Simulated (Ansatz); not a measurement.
# BH6NOSi: rigid torsion scan, by script

Aim: a rigid torsion scan, for BH6NOSi, run from a script.

Computed with the Python package of Ansatz 0.2.0. The levels of theory stand in the script.

**1. The system**

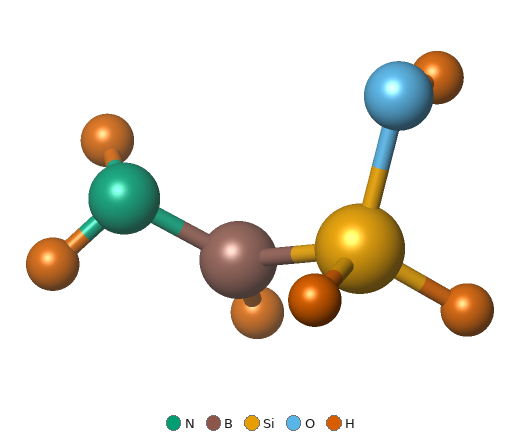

The structure that the script starts from, seen from a chosen angle (nitrogen teal, boron brown, silicon amber, oxygen blue, hydrogen orange).

The script holds or builds the structure itself.

**2. The code**

Input file torsion_bh6nosi.py:

```python
"""Rigid torsion scan of BH6NOSi."""

from dataclasses import dataclass

import ansatz as az
from ase import Atoms


@dataclass(frozen=True)
class RunConfig:
    basis_set: str = "cc-pVDZ"
    functional: str = "pbe0"
    fmax: float = 0.02
    method: str = "mp2"


opts = RunConfig()


def main() -> None:
    atoms = Atoms(["N", "B", "Si", "O", "H", "H", "H", "H", "H", "H"], positions=[
        (-0.7692, 1.5731, -0.1046),
        (-0.8441, 0.0957, -0.1353),
        (0.6343, -0.8976, 0.555),
        (2.1604, -0.479, -0.3087),
        (-0.9405, 1.9287, -1.1212),
        (-1.6615, 1.9445, 0.4139),
        (-1.7449, -0.4752, -0.5749),
        (0.444, -2.3234, 0.432),
        (0.8566, -0.5447, 2.03),
        (1.9479, -0.8733, -1.1832),
    ])

    # start the scan from a relaxed geometry
    first = az.Crystal.molecule_from_ase(atoms).calculation()
    first = first.basis(gaussian=opts.basis_set).functional(opts.functional)
    first = first.relax(force_tolerance=opts.fmax, max_steps=80)
    atoms.positions = first.run(threads=1).report["positions_ang"]

    start = atoms.get_dihedral(2, 1, 0, 4)
    energies = {}
    for turn in range(0, 360, 40):
        turned = atoms.copy()
        turned.set_dihedral(2, 1, 0, 4, start + turn, indices=[0, 4, 5])
        setup = (
            az.Crystal.molecule_from_ase(turned).calculation()
            .basis(gaussian=opts.basis_set)
            .correlation(opts.method)
        )
        energies[round((start + turn) % 360)] = setup.run(threads=1).report["free_energy_ev"]
    floor = min(energies.values())
    print("dihedral Si2-B1-N0-H4 (deg)   E - E(min) (eV)")
    for angle, e in sorted(energies.items()):
        print(f"{angle:8d} {(e - floor):14.3f}  " + "#" * int(30 * (e - floor) / max(max(energies.values()) - floor, 1e-9)))


if __name__ == "__main__":
    main()
```

**3. Launch**

Launch:

```bash
$ python torsion_bh6nosi.py
```

Output:

```text
dihedral Si2-B1-N0-H4 (deg)   E - E(min) (eV)
      21          0.157  ##
      61          1.257  ####################
     101          1.840  #############################
     141          0.596  #########
     181          0.000
     221          0.606  #########
     261          1.851  ##############################
     301          1.241  ####################
     341          0.154  ##
```

It took 1.7 min on 1 thread of Arm Neoverse V1, shared host; peak memory 0.24 GiB.

**4. Path of the relaxation of run 0**

The steps of the relaxation:

```
step  energy from step 1 (eV)  largest force component (eV/Å)
   1                   0.0000                          3.2911
   2                  -0.4584                          1.7921
   3                  -0.5534                          0.5236
   4                  -0.5777                          0.2745
   5                  -0.6565                          1.2273
   6                  -0.8156                          2.5078
   7                  -1.0734                          2.7567
   8                  -1.4926                          2.0001
   9                  -1.8179                          2.3243
  10                  -1.9824                          1.3255
  11                  -2.0432                          0.6427
  12                  -2.0589                          0.4096
  13                  -2.0801                          0.2717
  14                  -2.0501                          1.2539
  15                  -2.0909                          0.1035
  16                  -2.0939                          0.2387
  17                  -2.0972                          0.1905
  18                  -2.1012                          0.2067
  19                  -2.1029                          0.1525
  20                  -2.1038                          0.1109
  21                  -2.1043                          0.0833
  22                  -2.1046                          0.0215
  23                  -2.1047                          0.0123
```

Step 1 is the start. Step 14 was tried and not accepted.

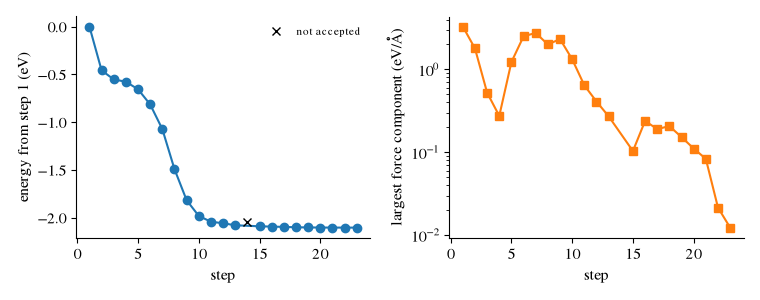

Energy and largest force along the relaxation.

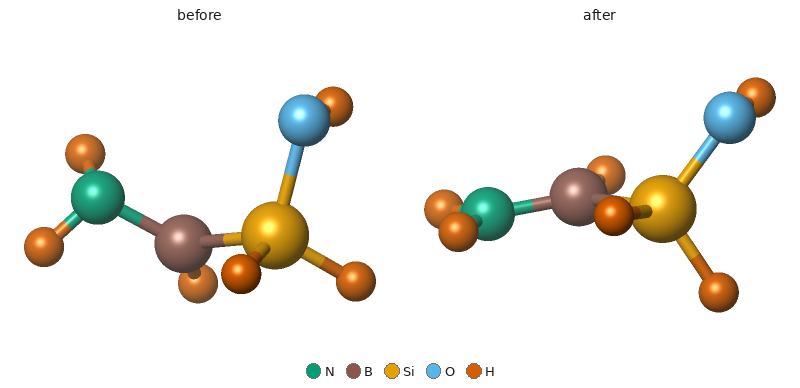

The structure before (left) and after (right) the relaxation, drawn at the same scale.

Before: Bond lengths: N1–B2 1.480 Å, B2–Si3 1.910 Å, Si3–O4 1.803 Å, N1–H5 1.091 Å, N1–H6 1.097 Å, B2–H7 1.154 Å, Si3–H8 1.444 Å, Si3–H9 1.533 Å, O4–H10 0.983 Å. Angles: N1–B2–Si3 118.2°, N1–B2–H7 122.8°, Si3–B2–H7 119.0°, B2–N1–H5 107.4°, B2–N1–H6 107.9°, H5–N1–H6 101.7°, B2–Si3–O4 111.2°, B2–Si3–H8 112.4°, B2–Si3–H9 109.9°, O4–Si3–H8 107.5°, O4–Si3–H9 106.5°, H8–Si3–H9 109.2°, Si3–O4–H10 98.6°.

After: Bond lengths: N1–B2 1.388 Å, B2–Si3 2.024 Å, Si3–O4 1.703 Å, N1–H5 1.013 Å, N1–H6 1.013 Å, B2–H7 1.213 Å, Si3–H8 1.510 Å, Si3–H9 1.503 Å, O4–H10 0.964 Å. Angles: N1–B2–Si3 121.3°, N1–B2–H7 117.1°, Si3–B2–H7 121.6°, B2–N1–H5 123.3°, B2–N1–H6 123.6°, H5–N1–H6 113.1°, B2–Si3–O4 112.4°, B2–Si3–H8 110.1°, B2–Si3–H9 112.6°, O4–Si3–H8 110.2°, O4–Si3–H9 104.2°, H8–Si3–H9 107.1°, Si3–O4–H10 113.2°.

Run 0 is this relaxation; the runs after it count from 1.

**5. The engine's runs**

The 9 runs, in the order started:

| run | turn (°) | energy from run 1 (eV) | iterations in all | CPU time (s) |
| --- | --- | --- | --- | --- |
| 1 | 0 | 0.0000 | 14 | 1.1 |
| 2 | 40 | 0.6057 | 15 | 1.1 |
| 3 | 80 | 1.8507 | 13 | 1.1 |
| 4 | 120 | 1.2412 | 12 | 1.1 |
| 5 | 160 | 0.1544 | 15 | 1.1 |
| 6 | 200 | 0.1573 | 14 | 1.1 |
| 7 | 240 | 1.2575 | 11 | 1.1 |
| 8 | 280 | 1.8399 | 13 | 1.1 |
| 9 | 320 | 0.5960 | 15 | 1.1 |

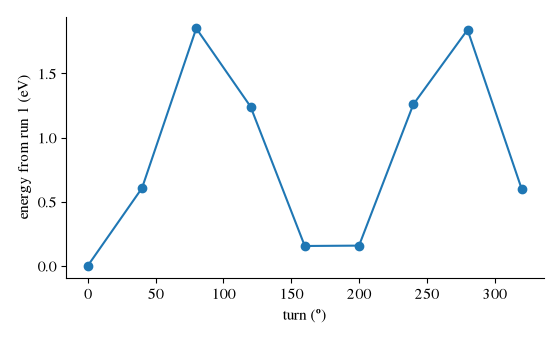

Energy against turn; lines join the points.

**6. Summary of results**

| quantity | value |
| --- | --- |
| runs compared | 9 |
| range of energy | 1.851 eV |
| lowest point, turn (°) | 0 |

**Reading.** The lowest point is at 181° and the highest at 261°, 1.851 eV (178.6 kJ/mol) above it, with the rest of the molecule held. Run 0: After 21 moves the largest shift is 1.391 Å, of atom 7 (H). So large a move can change the bonding: the results belong to the relaxed structure. The scan is rigid and the energies are electronic, in a modest basis. With rigid groups the curve can differ much from the relaxed path, the start wasn't checked as a minimum of this torsion, and equivalent turns needn't return to the same energy. The start is relaxed with a density functional and scanned with the wavefunction method, so it isn't exactly that method's minimum.
